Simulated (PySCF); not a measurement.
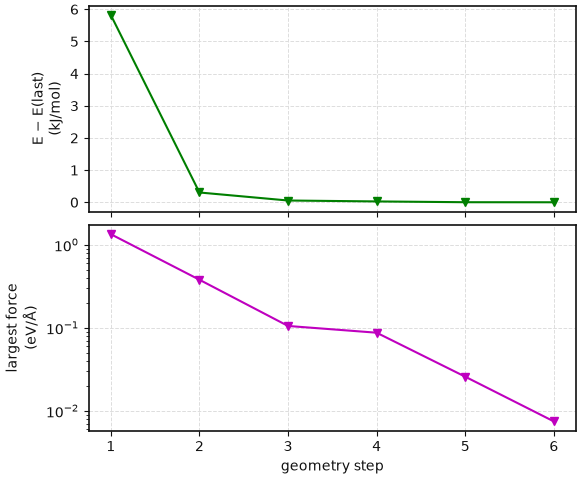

History of a geometry optimisation.

System: C₃H₄FN (SMILES FC[C@H]1C=N1).
Method: PySCF 2.14.0, density fitting, PBE0-D3(BJ)/def2-SVP, geometry optimisation.

Question: How did it end, and what did it gain?

Answer: The optimisation met its thresholds at geometry 6, counting the start as the first. The energy fell by about 5.8 kJ/mol from the first step to the last. The largest force goes from about 1.3 eV/Å at the start to 7 × 10⁻³ eV/Å at the end.
